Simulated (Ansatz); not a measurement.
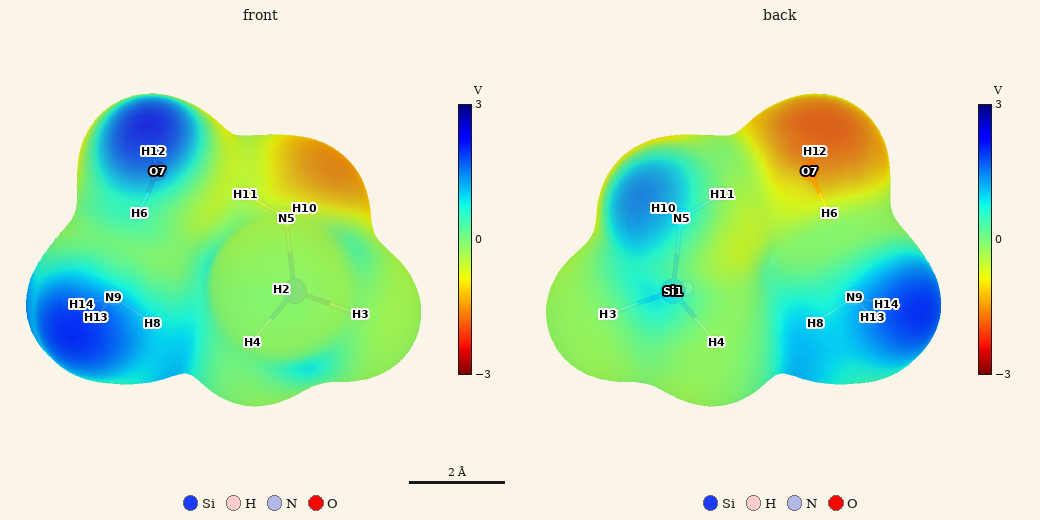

The picture shows: H₅NSi···H₂O···NH₃. The molecular electrostatic potential painted on the density surface at 0.002 e/bohr³, seen from the front and from behind; the colour scale runs from red (negative) to blue (positive).

The reactant side of a reaction path; geometry: PBE0-D4/def2-TZVP; a saddle point, not a minimum.

Theory: RKS PBE0-D4/def2-TZVPP (Ansatz).

The calculation's input:

```
crystal:
  periodic: [false, false, false]
  atoms:
    - {symbol: Si, position_ang: [-0.348993, -0.417906, -1.870939]}
    - {symbol: H, position_ang: [1.115446, -0.678131, -1.831533]}
    - {symbol: H, position_ang: [-0.876210, -0.657860, -3.240115]}
    - {symbol: H, position_ang: [-0.966346, -1.480243, -1.000907]}
    - {symbol: N, position_ang: [-0.648055, 1.199015, -1.421152]}
    - {symbol: H, position_ang: [0.600012, 0.716581, 1.509795]}
    - {symbol: O, position_ang: [0.646540, 1.654785, 1.220788]}
    - {symbol: H, position_ang: [-0.221319, -1.439286, 1.038081]}
    - {symbol: N, position_ang: [0.256530, -1.081224, 1.858967]}
    - {symbol: H, position_ang: [-1.542386, 1.616709, -1.619082]}
    - {symbol: H, position_ang: [-0.252449, 1.540477, -0.547499]}
    - {symbol: H, position_ang: [1.576576, 1.887592, 1.221964]}
    - {symbol: H, position_ang: [1.042151, -1.693853, 2.040567]}
    - {symbol: H, position_ang: [-0.381395, -1.166757, 2.641064]}
basis:
  gaussian: {orbitals: def2-TZVPP}
hamiltonian: {xc: pbe0, dispersion: d4}
output: {orbitals: {seedname: orbitals}}
```

Launched as:

```sh
ansatz run in.yaml --threads 8 --pin off --events-out ev --progress --plain --max-ram 19148MiB
```

> Where is the surface potential most negative and most positive?

The most negative region (about −1.8 V, or −42 kcal/mol for a unit charge) lies over O7, the most positive (about +2.0 V, or +46 kcal/mol for a unit charge) over H12, H13 and H14. O7 is the likeliest acceptor of a hydrogen bond.
